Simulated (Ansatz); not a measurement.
The calculation's input:

```
crystal:
  periodic: [false, false, false]
  atoms:
    - { symbol: Si, position_ang: [0.0, 0.0, 0.0] }
    - { symbol: F, position_ang: [1.72, 0.0, 0.0] }
    - { symbol: F, position_ang: [-1.72, 0.0, 0.0] }
    - { symbol: F, position_ang: [0.0, 1.72, 0.0] }
    - { symbol: F, position_ang: [0.0, -1.72, 0.0] }
    - { symbol: F, position_ang: [0.0, 0.0, 1.72] }
    - { symbol: F, position_ang: [0.0, 0.0, -1.72] }
total_charge: -2
basis:
  gaussian: { orbitals: def2-TZVP }
hamiltonian:
  xc: hf
relax:
  f_tol: 0.004
  max_steps: 200
output:
  orbitals: {}
```

Launched as:

```sh
ansatz run input.yaml --threads 4 --pin off --max-ram 8192MiB --backend cpu --events-out ev --progress --plain --runs-dir out
```

The fields are those of the relaxed geometry.

The calculation used Hartree-Fock, Gaussian basis def2-TZVP in Ansatz 0.2.0.

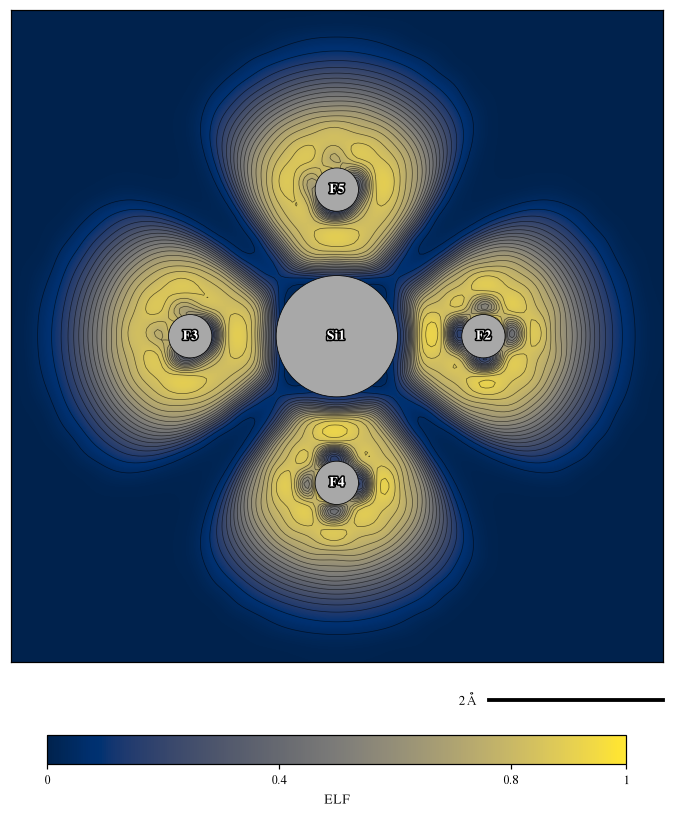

F6Si (charge −2). Electron localisation function on the plane of atoms F2, Si1 and F5. Grey discs cover the atomic cores.

Read the bonding off the picture.

The plane passes through Si and F nuclei.
Si–F (1.69 Å): the ELF peaks at about 0.90 in the valence shell of F, 0.6 Å from its nucleus, and is about 0.40 at the midpoint.
The ELF also peaks beside F4, F3, F2 and F5, away from the bonds: lone-pair regions.
